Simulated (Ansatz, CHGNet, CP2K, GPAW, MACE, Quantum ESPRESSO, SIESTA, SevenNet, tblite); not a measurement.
## C(110) slab, H on the bottom face, stepped (108 atoms) in GPAW

How do the settings of GPAW change the result for C(110) slab, H on the bottom face, stepped (108 atoms)? A plane-wave run serves as the yardstick.

Method: the method is named at each step, in GPAW 26.7.0.

## (1) Set-up

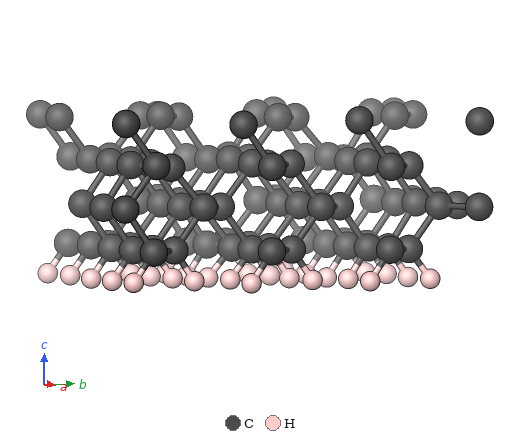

The starting structure, seen from the side, with the c axis up (carbon dark grey, hydrogen pink). Bonds to atoms that aren't drawn are left out. Some periodic images of atoms are drawn too.

The cell holds 108 atoms: 84 C and 24 H. Cell: a = 10.089 Å, b = 10.701 Å, c = 14.673 Å, α = 90.0°, β = 90.0°, γ = 90.0°. It derives from C (diamond-structure). Diamond-structure C (a = 3.567 Å), (110) slab of 4 atomic planes, 4 x 3 surface cells, H on the broken bonds of the bottom face, 10 Å of vacuum; the top repeat layer removed from part of the cell (two steps); displaced by a Gaussian of 0.02 Å. Then every atom was moved at random, 0.03 Å r.m.s. a Cartesian component (hydrogen 0.6 of that). Regions: slab, 84 atoms (84 C); hydrogen, 24 atoms (24 H). Vacuum lies along c.

The yardstick, on the same geometry:

```
method                 : Kohn-Sham DFT, PBE, PAW, plane waves (Ansatz 0.2.0); cutoff 420 eV, Γ point, fermi-dirac smearing of 0.05 eV; PAW set soft_2
r.m.s. force component : 1.588 eV/Å
longest force          : 6.015 eV/Å
SCF cycles             : 14
time                   : 12 s on 8 threads of Arm Neoverse V2, shared host
CPU time               : 84 s
```

## (2) PBE, LCAO dzp, h 0.2 Å

Method: Kohn-Sham DFT, PBE, PAW, atomic orbitals (dzp).

Input file run.py:

```python
import numpy as np
from ase.io import read
from gpaw import GPAW, FermiDirac
from ase.parallel import parprint as print

atoms = read("structure.xyz")
atoms.calc = GPAW(
    mode="lcao",
    basis="dzp",
    h=0.2,
    xc="PBE",
    kpts={"size": (1, 1, 1), "gamma": True},
    occupations=FermiDirac(0.05),
    maxiter=200,
    symmetry={"point_group": False},
    txt="gpaw.txt",
)
energy = atoms.get_potential_energy(force_consistent=True)
forces = atoms.get_forces()
print(f"energy {energy:.6f} eV")
print("forces (eV/A)")
for i, (a, f) in enumerate(zip(atoms, forces)):
    print(f"{i:4d} {a.symbol:2s} {f[0]:10.5f} {f[1]:10.5f} {f[2]:10.5f}")
print(f"Fermi level {atoms.calc.get_fermi_level():.4f} eV")
for k in range(len(atoms.calc.get_ibz_k_points())):
    for s in range(atoms.calc.get_number_of_spins()):
        e = atoms.calc.get_eigenvalues(kpt=k, spin=s)
        n = np.searchsorted(e, atoms.calc.get_fermi_level())
        print(f"k {k} spin {s} levels about the Fermi level:", np.round(e[max(n - 6, 0):n], 4).tolist(), "|", np.round(e[n:n + 6], 4).tolist())
```

Input file structure.xyz:

```xyz
108
Lattice="10.08900 0.00000 0.00000 0.00000 10.70100 0.00000 0.00000 0.00000 14.67336" Properties=species:S:1:pos:R:3 pbc="T T T"
C 8.79720 1.82891 5.90412
C 0.00666 0.87235 5.88475
C 10.04834 0.02301 7.15370
C 8.83110 2.70596 7.15884
C 8.80487 1.72661 8.33315
C 0.01645 0.94640 8.42383
C 10.08718 0.03371 9.66387
C 1.24882 1.76609 5.87756
C 2.52548 0.91825 5.89179
C 2.53244 10.64386 7.16500
C 1.20876 2.68809 7.14754
C 1.26980 1.81446 8.44555
C 2.46383 0.90969 8.41004
C 2.49309 10.67243 9.65316
C 1.26839 2.72950 9.64524
C 8.84947 5.36869 5.91014
C 0.01069 4.44413 5.89238
C 0.05105 3.58387 7.18437
C 8.81022 6.26779 7.15062
C 8.77844 5.35093 8.42207
C 10.05682 4.46531 8.37174
C 10.07790 3.58815 9.61311
C 3.80597 1.77562 5.88402
C 5.02916 0.89995 5.88211
C 5.03310 0.01295 7.18246
C 3.75291 2.70949 7.13521
C 3.77873 1.79830 8.40387
C 5.01686 0.84934 8.39815
C 3.76975 2.69965 9.70848
C 1.24962 5.32696 5.92217
C 2.50631 4.42208 5.88431
C 2.49874 3.60014 7.15458
C 1.25870 6.28438 7.13786
C 1.33064 5.39630 8.44936
C 2.52921 4.46692 8.38494
C 2.53426 3.57959 9.64098
C 1.26022 6.25420 9.67928
C 8.81214 8.91832 5.89898
C 10.06388 8.02896 5.91923
C 0.04177 7.13650 7.14226
C 8.83928 9.82095 7.16265
C 8.82061 8.92870 8.34767
C 10.06398 8.05946 8.34958
C 10.07286 7.09904 9.71729
C 6.31339 1.80590 5.87653
C 7.56403 0.88872 5.88504
C 7.55242 0.00364 7.13786
C 6.31703 2.66498 7.11130
C 6.32923 1.74298 8.39023
C 7.56322 0.81927 8.38260
C 3.77752 5.37704 5.89737
C 5.07103 4.52139 5.86656
C 5.02452 3.56557 7.14167
C 3.84209 6.28256 7.13698
C 3.83271 5.36120 8.45171
C 5.02281 4.48040 8.44745
[... 48 atom lines left out ...]
H 3.76925 9.54272 5.02137
H 5.02856 7.40766 4.96752
H 6.28898 9.54016 5.00083
H 7.57008 7.40338 4.99643
```

Started as:

```sh
$ OMP_NUM_THREADS=1 mpirun -np 2 gpaw python run.py > output.txt
```

What it wrote:

```text
energy -775.974667 eV
forces (eV/A)
   0 C     1.45251   -3.16826    0.01515
   1 C    -1.14826    2.92391    1.16759
   2 C     2.37502   -0.95802   -0.42778
   3 C    -0.09680   -0.59254    0.23366
   4 C     0.81714    0.02250    0.34905
   5 C    -2.19606   -0.52362    1.13544
   6 C     2.69636   -3.93968   -1.24647
   7 C     0.12538   -0.05037    0.87597
   8 C     0.11257    0.46444    1.37966
   9 C    -0.75885    2.39050   -0.98159
  10 C     2.63252   -0.27211    0.07222
  11 C    -0.67930   -1.11479   -0.09963
  12 C     2.01348    0.21624    1.58955
  13 C     2.33085   -4.09739   -1.02767
  14 C    -2.74832    3.79567   -0.56283
  15 C    -0.85746   -1.76256   -0.18807
  16 C    -0.36248    1.83152    0.39459
  17 C    -3.03915   -0.84334   -2.34192
  18 C     0.78787   -0.23014    0.61958
  19 C     2.23196   -0.25281   -1.31772
  20 C     0.18803    2.20287    3.24313
  21 C     2.78490   -3.34321   -0.82572
  22 C    -1.48596   -0.67719    1.31693
  23 C     1.07811    1.34169    1.17374
[...]
100 H    -0.09827    0.15278   -0.47901
 101 H     0.20740   -0.41838   -1.03512
 102 H     0.08283    0.41245   -0.47655
 103 H     0.17726   -0.27021   -0.85543
 104 H     0.04251    0.90821   -1.46815
 105 H    -0.12240    0.04201   -0.01403
 106 H     0.08744    0.99979   -1.53523
 107 H     0.01157   -0.32552   -0.53091
Fermi level 1.0555 eV
k 0 spin 0 levels about the Fermi level: [0.2047, 0.3758, 0.4084, 0.8577, 0.9053, 1.054] | [1.0792, 1.1378, 1.2993, 1.3374, 1.394, 1.5257]
```

gpaw.txt:

```text
Input parameters:
  mode=LCAO(),
  basis={'default': 'dzp'},
  h=0.2,
  kpts=MonkhorstPack(size=(1, 1, 1), gamma=True),
  maxiter=200,
  occupations=Occupations(name='fermi-dirac', width=0.05, fixmagmom=False),
  symmetry=Symmetry(point_group=False),
  xc=XC(name='PBE')
Unit cell  # Å
| periodic |         x |         y |         z |   lengths |    angles |
|----------|-----------|-----------|-----------|-----------|-----------|
|      yes | 10.089000 |  0.000000 |  0.000000 | 10.089000 | 90.000000 |
|      yes |  0.000000 | 10.701000 |  0.000000 | 10.701000 | 90.000000 |
|      yes |  0.000000 |  0.000000 | 14.673360 | 14.673360 | 90.000000 |
Number of symmetries: 1
Symmetry operations  # r_c * U_cc + t_c -> r_c
|   | kind |            matrix            |
|---|------|------------------------------|
| 0 |  E   |  1, 0, 0,  0, 1, 0,  0, 0, 1 |
BZ-sampling:
  Number of BZ points: 1
  Number of IBZ points: 1
  Monkhorst-Pack size: [1, 1, 1]
  Monkhorst-Pack shift: [0, 0, 0]
[... lines left out ...]
      Number of RI-basis functions 0
Reference energy: -86620.525594  # eV
eigensolver:
density mixing:
  MSR1-Mixer
occupation numbers:
  Fermi-Dirac:
    width: 0.0500  # eV
FastPoissonSolver using
    Stencil: 6*3+1=19 point O(h^6) finite-difference Laplacian
xc functional:
  name: PBE with 2 nearest neighbor stencil
interpolation: tri-quintic # 5. degree polynomial
Initialization done in: 4.738 s
convergence criteria:
- Maximum [total energy] change in last 3 cyles: 0.0005 eV / valence electron
- Maximum integral of absolute [dens]ity change: 0.0001 electrons / valence electron
- Maximum integral of absolute [eigenst]ate change: 4e-08 eV^2 / valence electron
maximum number of iterations: 200
SCF iterations
|iter     |      energy | eigst |  dens |
|---------|-------------|-------|-------|
|iter:   1| -787.468843 |      c|       |
|iter:   2| -785.307079 |      c| -0.88 |
|iter:   3| -858.015060 |      c| -0.91 |
|iter:   4| -802.404295 |      c| -0.92 |
[...]
|iter:   9| -776.385663c|      c| -1.78 |
[...]
|iter:  11| -775.949042 |      c| -2.02 |
|iter:  12| -775.903677 |      c| -2.28 |
|iter:  13| -775.873129c|      c| -2.44 |
|iter:  14| -775.868928c|      c| -2.73 |
[...]
|iter:  20| -775.866608c|      c| -3.70 |
|iter:  21| -775.866427c|      c| -3.97 |
|iter:  22| -775.866514c|      c| -4.04c|
Converged in 22 steps
SCF loop duration: 115.430 s (5.247 s/step)
Energy contributions relative to reference atoms: (reference = -86620.525594)
Energy contributions:
  Kinetic:         556.576085
  Coulomb:        -557.903432
  Zero:             10.024628
  External:          0.000000
  Xc:             -784.455642
  Entropy:          -0.216305
  Spinorbit:         0.000000
  ----------------------------
  Free energy:    -775.974667
  Extrapolated:   -775.866514
dipole moment: (41.411989, -57.454562, -3.315729)  # |e|*Ang
Fermi level: 1.056
Eigenvalues  # (at kpt = [0.000, 0.000, 0.000])
| band index |      eig [eV] | occ [0-2] |
|------------|---------------|-----------|
|          0 |       -19.846 |     2.000 |
|        ... |               |           |
|        172 |         0.047 |     2.000 |
|        173 |         0.084 |     2.000 |
[...]
|        187 |         1.809 |     0.000 |
|        ... |               |           |
|        219 |         7.617 |     0.000 |
Gap: 0.025 eV
Transition (v -> c):
  (s=0, k=0, n=179, [0.00, 0.00, 0.00]) -> (s=0, k=0, n=180, [0.00, 0.00, 0.00])
No difference between direct/indirect transitions
Force computation time: 10.514  # s
```

The job ended after 2.2 min (2 MPI ranks of Arm Neoverse V2, shared host; peak memory 1.3 GiB).

Banners, paths, timers and routine set-up lines are dropped from the logs unmarked, and long logs keep their key lines alone; longer cuts are marked.

Against the reference:

```yaml
r_m_s_force_component: 1.615 eV/Å
r_m_s_difference_of_force_components: 194.8 meV/Å
longest_difference_of_force_vectors: 610.4 meV/Å
force_difference_over_r_m_s_force: 12.27 %
slope_of_forces_against_the_reference_s: 1.01
correlation_of_force_components: 0.9927
```

Length of the force difference by element (eV/Å):

| element | atoms | mean | most |
| --- | --- | --- | --- |
| C | 84 | 0.26 | 0.45 |
| H | 24 | 0.49 | 0.61 |

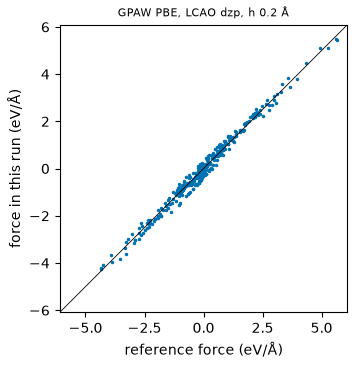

Force components against those of the reference; the line marks equality.

The surroundings of C84, which has 3 bonded neighbours where the commonest count for C is 4, nearest first, numbered as they follow in the input and with coordinates relative to it.

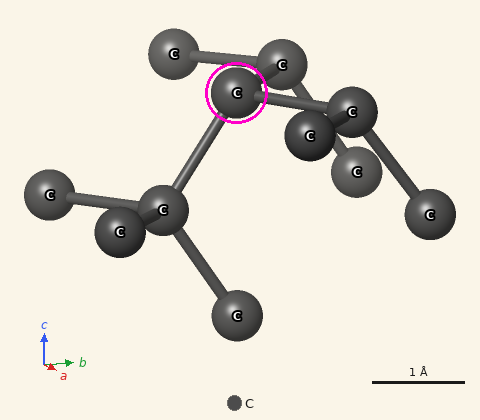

The atoms of the table, within 2.6 Å (arrows a, b, c point along x, y, z); some may hide others; the central atom is ringed.

| atom | x | y | z | distance (Å) | bonds | Fx | Fy | Fz (eV/Å) |
| --- | --- | --- | --- | --- | --- | --- | --- | --- |
| C84 | 0.00 | 0.00 | 0.00 | 0.00 | 3 | -2.15 | 5.45 | 0.09 |
| C81 | -0.07 | -0.82 | -1.28 | 1.52 | 4 | 0.25 | -2.59 | 1.64 |
| C42 | 1.19 | 0.96 | -0.06 | 1.53 | 3 | 0.79 | -2.44 | 0.81 |
| C83 | -1.34 | 0.94 | 0.03 | 1.64 | 3 | 0.73 | -4.23 | -0.76 |
| C19 | 1.18 | -1.70 | -1.26 | 2.42 | 4 | 0.79 | -0.23 | 0.62 |
| C43 | 2.43 | 0.09 | -0.06 | 2.44 | 4 | 0.08 | -0.18 | 2.75 |
| C80 | -0.05 | 0.02 | -2.49 | 2.50 | 4 | -0.90 | 3.82 | -0.82 |
| C69 | -1.33 | -1.73 | -1.28 | 2.53 | 4 | -0.61 | 1.95 | 1.53 |
| C41 | 1.21 | 1.85 | -1.25 | 2.54 | 4 | -1.75 | 0.86 | -0.64 |
| C82 | -1.38 | 1.81 | -1.22 | 2.59 | 4 | 2.24 | 2.16 | -0.55 |
| C77 | -2.62 | 0.09 | -0.03 | 2.62 | 3 | 0.15 | 0.38 | 0.68 |

Atoms are counted from 1 here, from 0 in the log.

Forces lie 12 % from the reference's, at 3.2 times its CPU time (on 2 against 8 cores).

## (3) PBE, plane waves 550 eV

Method: Kohn-Sham DFT, PBE, PAW, plane waves.

run.py: that of step 2 with these lines changed.

```diff
@@ -2,3 +2,3 @@
 from ase.io import read
-from gpaw import GPAW, FermiDirac
+from gpaw import GPAW, FermiDirac, PW
 from ase.parallel import parprint as print
@@ -7,5 +7,3 @@
 atoms.calc = GPAW(
-    mode="lcao",
-    basis="dzp",
-    h=0.2,
+    mode=PW(550),
     xc="PBE",
@@ -15,2 +13,3 @@
     symmetry={"point_group": False},
+    nbands=216,
     txt="gpaw.txt",
```

structure.xyz is that of step 2.

What it wrote:

```text
energy -794.141819 eV
forces (eV/A)
   0 C     1.39370   -2.94555   -0.19897
   1 C    -1.05518    2.69415    0.93021
   2 C     2.24970   -0.94616   -0.45974
   3 C    -0.21755   -0.66270    0.24035
   4 C     0.90140   -0.16436    0.15325
   5 C    -2.25088   -0.47335    1.27899
   6 C     2.88990   -3.89132   -1.46292
   7 C     0.13256    0.03422    0.70035
   8 C     0.09442    0.35068    1.04739
   9 C    -0.76122    2.26170   -0.95094
  10 C     2.47952   -0.14310    0.10628
  11 C    -0.63996   -1.18038    0.02632
  12 C     1.92354    0.26978    1.69112
  13 C     2.37961   -4.25665   -1.20968
  14 C    -2.75859    3.95364   -0.79701
  15 C    -0.88319   -1.61800   -0.35377
  16 C    -0.32558    1.75279    0.20378
  17 C    -2.92138   -0.84480   -2.18071
  18 C     0.71667   -0.25170    0.59694
  19 C     2.08034   -0.58525   -1.50202
  20 C     0.09089    1.97575    3.27763
  21 C     3.04979   -3.31784   -1.04783
  22 C    -1.44486   -0.55901    1.03955
  23 C     0.96499    1.23635    0.90786
[...]
100 H    -0.10240   -0.11468   -0.14326
 101 H     0.22083   -0.13082   -0.65804
 102 H     0.08137    0.15358   -0.13681
 103 H     0.20225    0.01981   -0.49202
 104 H     0.03591    0.60138   -1.05467
 105 H    -0.12477    0.28998    0.30893
 106 H     0.09446    0.67142   -1.09421
 107 H     0.01428   -0.04641   -0.17551
Fermi level 0.9494 eV
k 0 spin 0 levels about the Fermi level: [-0.0281, 0.0936, 0.2712, 0.3003, 0.7521, 0.7997] | [0.9506, 0.9738, 1.0252, 1.1939, 1.228, 1.2881]
```

gpaw.txt:

```text
Input parameters:
  mode=PW(ecut=550.0),
  kpts=MonkhorstPack(size=(1, 1, 1), gamma=True),
  maxiter=200,
  nbands=216,
  occupations=Occupations(name='fermi-dirac', width=0.05, fixmagmom=False),
  symmetry=Symmetry(point_group=False),
  xc=XC(name='PBE')
Diagonalizing LCAO Hamiltonian
Converting LCAO to pw mode
        .------------------------.
       /|                        |
[... lines left out ...]
  Converge bands: occupied
[... lines left out ...]
  Fermi-Dirac:
[... lines left out ...]
convergence criteria:
- Maximum [total energy] change in last 3 cyles: 0.0005 eV / valence electron
[... lines left out ...]
Converged in 23 steps
[... lines left out ...]
  Free energy:    -794.141819
  Extrapolated:   -794.032176
dipole moment: (41.373402, -57.096227, -3.641564)  # |e|*Ang
Fermi level: 0.949
Eigenvalues  # (at kpt = [0.000, 0.000, 0.000])
| band index |      eig [eV] | occ [0-2] |
|------------|---------------|-----------|
|          0 |       -19.905 |     2.000 |
|        ... |               |           |
|        171 |        -0.173 |     2.000 |
|        172 |        -0.040 |     2.000 |
[...]
|        186 |         1.518 |     0.000 |
|        ... |               |           |
|        215 |         6.806 |     0.000 |
Gap: 0.151 eV
Transition (v -> c):
  (s=0, k=0, n=178, [0.00, 0.00, 0.00]) -> (s=0, k=0, n=179, [0.00, 0.00, 0.00])
No difference between direct/indirect transitions
Force computation time: 8.371  # s
timing:  # [seconds]
  Total:  273.619  # ━━━━━━━━━━━━━━━━━━━━━━━━━━━━━━━━━━━━━━━━━━━━━━━━━━━━━━━━
  Init:    13.849  # ━━━
  SCF:    251.374  # ━━━━━━━━━━━━━━━━━━━━━━━━━━━━━━━━━━━━━━━━━━━━━━━━━━━╸
  Forces:   8.371  # ━╸
```

It took 4.6 min on 2 MPI ranks; peak memory 1.8 GiB.

Compared with the plane-wave run:

- r.m.s. force component: 1.591 eV/Å
- r.m.s. difference of force components: 14.74 meV/Å
- longest difference of force vectors: 49.7 meV/Å
- force difference over r.m.s. force: 0.9284 %
- slope of forces against the reference's: 1.002
- correlation of force components: 1

Against the first run (12 %), the force difference from the reference is 0.93 %, at 2.1 times the CPU time.

## (4) PBE, LCAO dzp, h 0.2 Å, other mixer settings

Method: Kohn-Sham DFT, PBE, PAW, atomic orbitals (dzp).

run.py: that of step 3 with these lines changed.

```diff
@@ -2,3 +2,3 @@
 from ase.io import read
-from gpaw import GPAW, FermiDirac, PW
+from gpaw import GPAW, FermiDirac, Mixer
 from ase.parallel import parprint as print
@@ -7,3 +7,5 @@
 atoms.calc = GPAW(
-    mode=PW(550),
+    mode="lcao",
+    basis="dzp",
+    h=0.2,
     xc="PBE",
@@ -11,5 +13,5 @@
     occupations=FermiDirac(0.05),
+    mixer=Mixer(0.03, 7, 100),
     maxiter=200,
     symmetry={"point_group": False},
-    nbands=216,
     txt="gpaw.txt",
```

structure.xyz is that of step 3.

What it wrote:

```text
energy -775.974642 eV
forces (eV/A)
   0 C     1.45107   -3.16976    0.01869
   1 C    -1.14798    2.92448    1.16928
   2 C     2.37491   -0.95444   -0.42572
   3 C    -0.09953   -0.59497    0.23643
   4 C     0.80956    0.02912    0.36922
   5 C    -2.19843   -0.52435    1.14059
   6 C     2.69402   -3.92972   -1.23114
   7 C     0.12589   -0.05128    0.87725
   8 C     0.11232    0.46477    1.38124
   9 C    -0.75928    2.39064   -0.98116
  10 C     2.63329   -0.26937    0.07247
  11 C    -0.67726   -1.11250   -0.09890
[...]
103 H     0.17725   -0.27046   -0.85600
 104 H     0.04249    0.90808   -1.46848
 105 H    -0.12263    0.04223   -0.01455
 106 H     0.08730    0.99974   -1.53534
 107 H     0.01156   -0.32520   -0.53175
Fermi level 1.0554 eV
k 0 spin 0 levels about the Fermi level: [0.2047, 0.3756, 0.4083, 0.8579, 0.9051, 1.054] | [1.0787, 1.1378, 1.2992, 1.3372, 1.3941, 1.5256]
```

gpaw.txt:

```text
Input parameters:
  mode=LCAO(),
  basis={'default': 'dzp'},
  h=0.2,
  kpts=MonkhorstPack(size=(1, 1, 1), gamma=True),
  maxiter=200,
  mixer=Pulay(name='pulay', nmaxold=7, beta=0.03, weight=100, sigma=0.015, g_ss=None),
  occupations=Occupations(name='fermi-dirac', width=0.05, fixmagmom=False),
[... lines left out ...]
  Fermi-Dirac:
[... lines left out ...]
convergence criteria:
- Maximum [total energy] change in last 3 cyles: 0.0005 eV / valence electron
[... lines left out ...]
Converged in 25 steps
[... lines left out ...]
  Free energy:    -775.974642
[... lines left out ...]
dipole moment: (41.412377, -57.451953, -3.315500)  # |e|*Ang
Fermi level: 1.055
Eigenvalues  # (at kpt = [0.000, 0.000, 0.000])
| band index |      eig [eV] | occ [0-2] |
|------------|---------------|-----------|
|          0 |       -19.847 |     2.000 |
|        ... |               |           |
|        172 |         0.047 |     2.000 |
|        173 |         0.084 |     2.000 |
[...]
|        187 |         1.809 |     0.000 |
|        ... |               |           |
|        219 |         7.617 |     0.000 |
Gap: 0.025 eV
Transition (v -> c):
  (s=0, k=0, n=179, [0.00, 0.00, 0.00]) -> (s=0, k=0, n=180, [0.00, 0.00, 0.00])
No difference between direct/indirect transitions
Force computation time: 10.622  # s
```

It took 2.4 min on 2 MPI ranks; peak memory 1.2 GiB; 4.8 min of CPU time.

Against the reference:

```yaml
r_m_s_force_component: 1.615 eV/Å
r_m_s_difference_of_force_components: 194.7 meV/Å
longest_difference_of_force_vectors: 610.3 meV/Å
force_difference_over_r_m_s_force: 12.26 %
slope_of_forces_against_the_reference_s: 1.01
correlation_of_force_components: 0.9928
energy_less_the_same_level_run_s: 0.0002 meV/atom
r_m_s_force_difference_from_the_same_level_run: 7.826 meV/Å
```

Against the first run (12 %), the force difference from the reference is 12 %, at 1.1 times the CPU time: another solver or mixer reaches the same state.

(Part 1 of 2 ends here.)

[Also dropped from logs without a mark: logging warnings of Python, and SIESTA's first energy breakdown and zero terms.]

[Logs are printed without paths, hosts, clocks, repeated set-up lines and the standing remarks that a program may print on its own settings, such as how far it seeks lower states.]

[Hosts, paths, dates, database ids (printed as entryN), source tags and the programs' standing remarks are cut or masked in the printed files.]
